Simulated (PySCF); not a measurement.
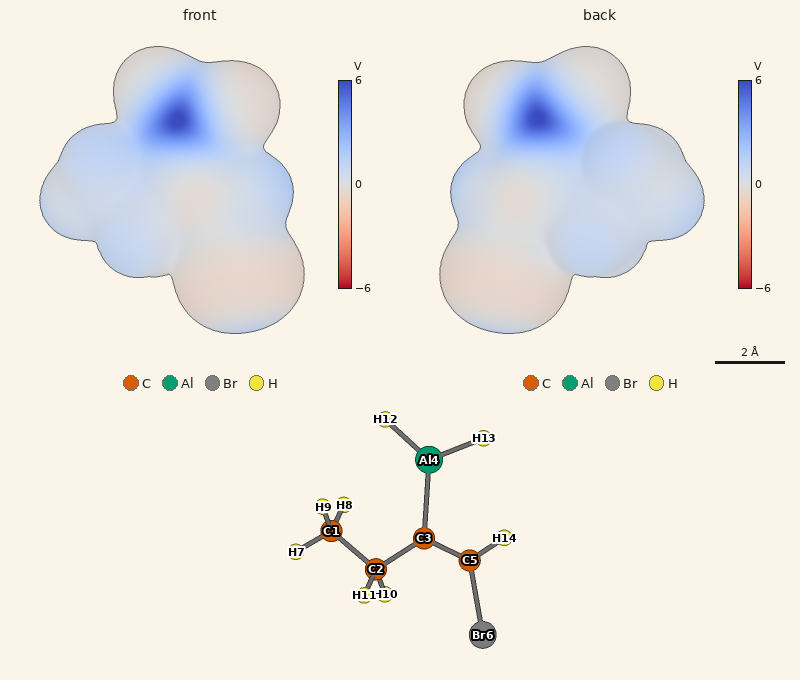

Figure 1: C4H8AlBr (SMILES CC/[C]([AlH2])=C\Br). The electrostatic potential painted on the density surface at 0.004 e/bohr³, seen from the front and from behind; red is negative and blue positive. The bare structure is drawn below in the same view.

Geometry: GFN2-xTB.

Method: wB97X-D/def2-SVPD, SCF density, gas phase (PySCF 2.14.0).

```csv
atom,x (Å),y (Å),z (Å)
C,-1.1643,-1.3848,0.1380
C,-1.0713,0.1130,0.3962
C,0.2964,0.5968,0.0085
Al,1.7628,-0.5410,-0.7364
C,0.6928,1.8595,0.1241
Br,-0.3880,3.2894,0.7994
H,-2.1393,-1.7790,0.4146
H,-0.3937,-1.9064,0.7126
H,-0.9875,-1.5876,-0.9216
H,-1.2566,0.3320,1.4525
H,-1.8307,0.6482,-0.1823
H,1.7192,-2.0584,-1.0145
H,3.0760,0.2205,-1.0538
H,1.6836,2.1974,-0.1594
```

Question: Where is the surface potential most negative and most positive?

Answer: The most negative region (about −0.6 V, or −14 kcal/mol for a unit charge) lies over Br6, the most positive (about +5.8 V, or +134 kcal/mol for a unit charge) over Al4. Br6 shows a σ-hole: about +1.1 V, or +25 kcal/mol for a unit charge at the tip opposite its bond, against about −0.5 V, or −12 kcal/mol for a unit charge on its flanks.

Question: How polar is the molecule by this calculation?

Answer: Its dipole moment is 1.56 D.
